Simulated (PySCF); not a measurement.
**C₂H₉FGeSi (SMILES C[C@](F)([SiH3])[GeH3]): density, localisation and related maps**

```yaml
atoms:
  - { symbol: C, position_ang: [-0.7400, -1.3563, -0.1068] }
  - { symbol: C, position_ang: [-0.1168, -0.2006, 0.6530] }
  - { symbol: F, position_ang: [-0.1137, -0.5494, 2.0304] }
  - { symbol: Si, position_ang: [-1.1204, 1.4284, 0.5091] }
  - { symbol: Ge, position_ang: [1.8209, 0.0150, 0.2415] }
  - { symbol: H, position_ang: [-1.7679, -1.5234, 0.2128] }
  - { symbol: H, position_ang: [-0.7342, -1.1310, -1.1713] }
  - { symbol: H, position_ang: [-0.1760, -2.2752, 0.0599] }
  - { symbol: H, position_ang: [-2.4842, 1.1478, 0.9555] }
  - { symbol: H, position_ang: [-0.4811, 2.4312, 1.3586] }
  - { symbol: H, position_ang: [-1.0910, 1.8187, -0.9023] }
  - { symbol: H, position_ang: [2.0379, 0.4237, -1.1834] }
  - { symbol: H, position_ang: [2.5350, -1.2813, 0.4738] }
  - { symbol: H, position_ang: [2.4307, 1.0522, 1.1271] }
```

Geometry: GFN2-xTB.

Theory: wB97X-D/def2-SVPD, SCF density, gas phase in PySCF.

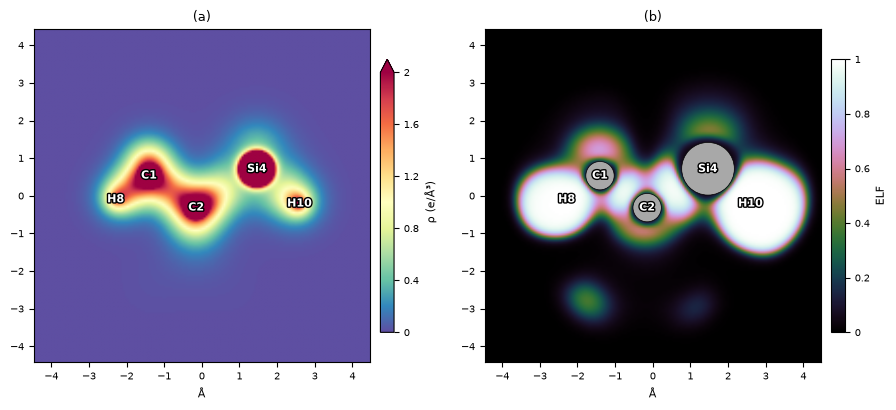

Figure 1. (a) total electron density; (b) ELF on the plane of atoms C2, Si4 and H10. Grey discs cover the atomic cores in the ELF map.

Question: What does the map show?

Answer: Atoms in the plane: C, Si and H.
C–C (1.52 Å): the density is about 1.7 e/Å³ at the midpoint; the ELF peaks at about 0.95 between the atoms; a covalent bond.
C–Si (1.92 Å): the density is about 0.94 e/Å³ at the midpoint; the ELF peaks at about 1 between the atoms (a shared electron pair).
C–H (1.09 Å): ρ is about 1.9 e/Å³ halfway; the ELF climbs to about 1 towards the hydrogen, as it does in any bond to H; an ordinary covalent bond to hydrogen.
Si–H (1.46 Å): ρ at the midpoint is about 0.8 e/Å³; the ELF climbs to about 1 towards the hydrogen.

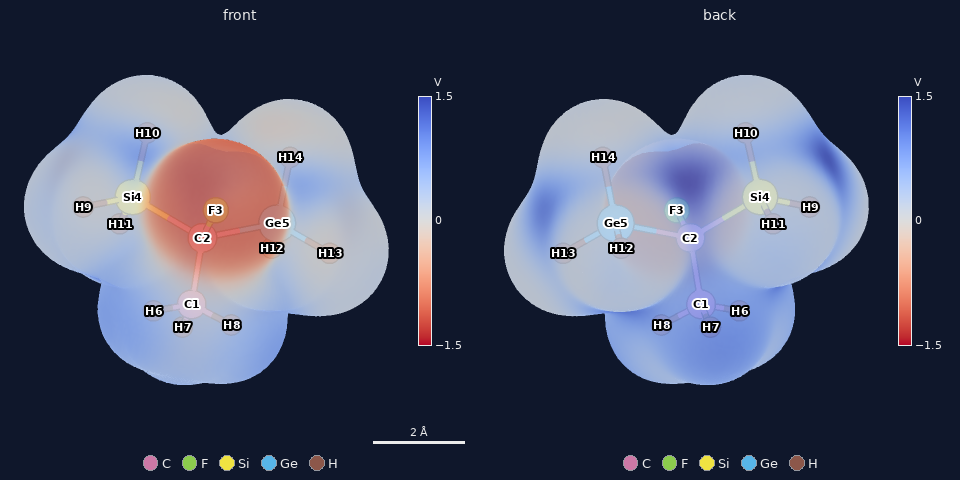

Figure 2. The electrostatic potential painted on the density surface at 0.002 e/bohr³, seen from the front and from behind; red is negative and blue positive.

Question: Where is the surface potential most negative and most positive?

Answer: The most negative region (about −1.1 V) lies over F3, the most positive (about +1.3 V) over Si4 and Ge5.

Question: How polar is the molecule by this calculation?

Answer: Its dipole moment is 1.66 D.
